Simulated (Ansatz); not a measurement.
## Single-point calculation, with input and output: Si$_{2}$H$_{8}$O

Si$_{2}$H$_{8}$O, computed with RKS PBE0-D4/def2-TZVPP (Ansatz 0.2.0).

The geometry is the reactant side of a reaction. The reaction was set up to form Si1–H7 and O2–H6 and to break Si1–O2 and H6–H7 (atoms counted from 1 in the order of the input); sticks are drawn by distance alone. The geometry comes from this level: PBE0-D4/def2-TZVP.

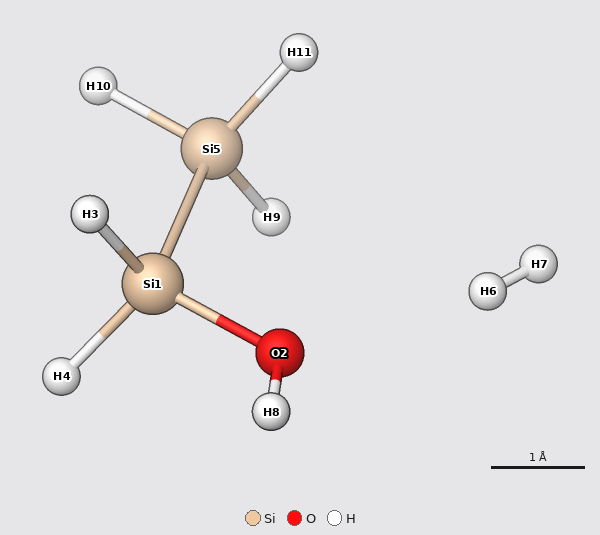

*The structure (ball-and-stick view, seen at a tilt; atoms are numbered from 1 in the order of the input).*

**Input**
```yaml
crystal:
  periodic: [false, false, false]
  atoms:
    - {symbol: Si, position_ang: [-0.906186, -0.752991, -0.574414]}
    - {symbol: O, position_ang: [0.622805, -1.263189, -0.951155]}
    - {symbol: H, position_ang: [-1.677777, -1.833347, 0.107289]}
    - {symbol: H, position_ang: [-1.669009, -0.393760, -1.805959]}
    - {symbol: Si, position_ang: [-0.698891, 1.108485, 0.825700]}
    - {symbol: H, position_ang: [2.598114, 0.070539, 0.077983]}
    - {symbol: H, position_ang: [3.045373, 0.543999, 0.445461]}
    - {symbol: H, position_ang: [0.707789, -2.028327, -1.521848]}
    - {symbol: H, position_ang: [0.032777, 2.209195, 0.145036]}
    - {symbol: H, position_ang: [-2.067036, 1.585716, 1.169612]}
    - {symbol: H, position_ang: [0.012040, 0.753678, 2.082197]}
basis:
  gaussian: {orbitals: def2-TZVPP}
hamiltonian: {xc: pbe0, dispersion: d4}
output: {orbitals: {seedname: orbitals}}
```

Run on 4 threads of Arm Neoverse V1, 23 GiB of memory available, shared host.

Launched with:
```bash
ansatz run in.yaml --threads 4 --pin off --events-out ev --progress --plain --max-ram 9574MiB
```

**The program's output**
```
Functional definition: PBE0
  name "PBE0"
  cite "Adamo & Barone, J. Chem. Phys. 110, 6158 (1999) doi:10.1063/1.478522"
  cite "Perdew, Burke & Ernzerhof, Phys. Rev. Lett. 77, 3865 (1996) doi:10.1103/PhysRevLett.77.3865"
  parent pbe
  parameter a = 0.25
  parameter kappa = 0.804
  parameter beta = 0.06672455060314922
  exchange = (1 - a)*pbe_x(kappa = kappa, mu = beta*pi^2/3) + a*exact_x
  correlation = pbe_c(beta = beta)
1205 factors; their error is unknown
mean field evaluation 1: about -17921.0017 eV, gradient 5.1e1 eV
mean field evaluation 2: about -17913.1676 eV, gradient 8.3e1 eV
mean field evaluation 4: about -17925.1585 eV, gradient 1.3e0 eV
mean field evaluation 8: about -17925.1976 eV, gradient 2.1e-1 eV
mean field -17925.19765636 eV, -658.7388637358 hartree, gradient 6.8e-5 eV, S^2 0.000000; 0 other end points of the search recorded, 0 dependent functions left out
reference -17925.19769300 eV, -658.7388650823 hartree; 22, 22 occupied and 205, 205 virtual orbitals, 1205 factors
Total energy: -17925.35787911 eV, -658.7447518134 hartree
```

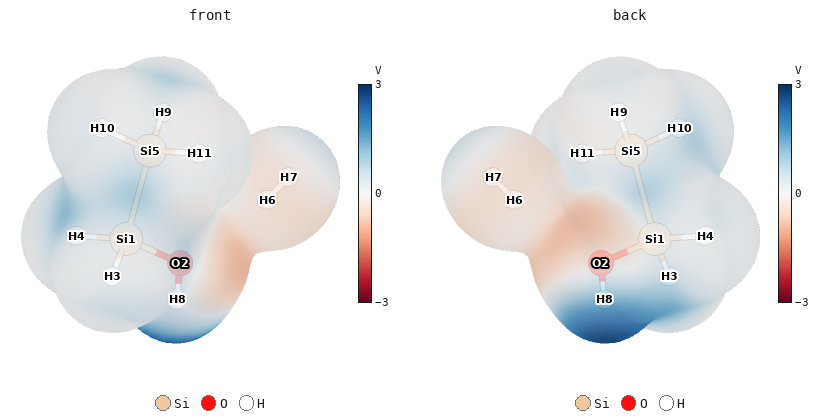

*The electrostatic potential painted on the density surface at 0.002 e/bohr³, seen at a tilt and from behind; red is negative and blue positive.*

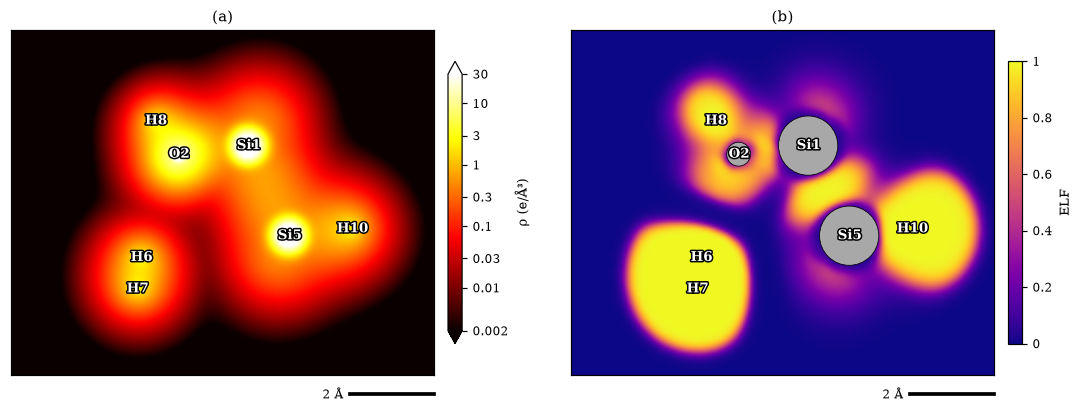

*(a) total electron density; (b) ELF on the plane of atoms O2, Si1 and Si5. Grey discs, where drawn, cover atomic cores.*

O2···H6 (2.60 Å): ρ is about 0.07 e/Å³ halfway, with its minimum of 0.04 e/Å³ about 1.5 Å from O; the ELF is only about 0 between them (a non-bonded, intermolecular contact). Si–Si (2.34 Å): ρ at the midpoint is about 0.66 e/Å³; the ELF peaks at about 1 between the atoms (a covalent bond).

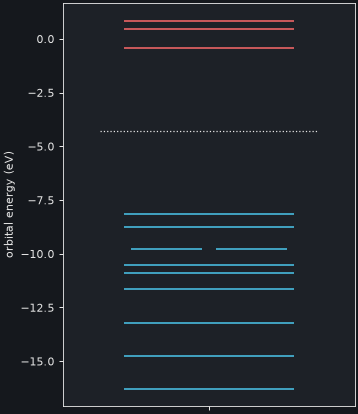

*Orbital energies near the frontier; the dotted line parts filled from empty levels, and levels within 0.02 eV of each other stand side by side.*

Highest filled −8.17 eV, lowest empty −0.42 eV, 7.75 eV apart.

**Summary**

```csv
quantity,value
outcome,converged
total energy,−17925.3579 eV
mean-field energy,−17925.1977 eV
dispersion energy,−0.1602 eV
SCF solution under orbital rotations,stable
HOMO,−8.17 eV
LUMO,−0.42 eV
wall time,2.3 s (CPU time 8.3 s)
peak memory,0.46 GiB
```
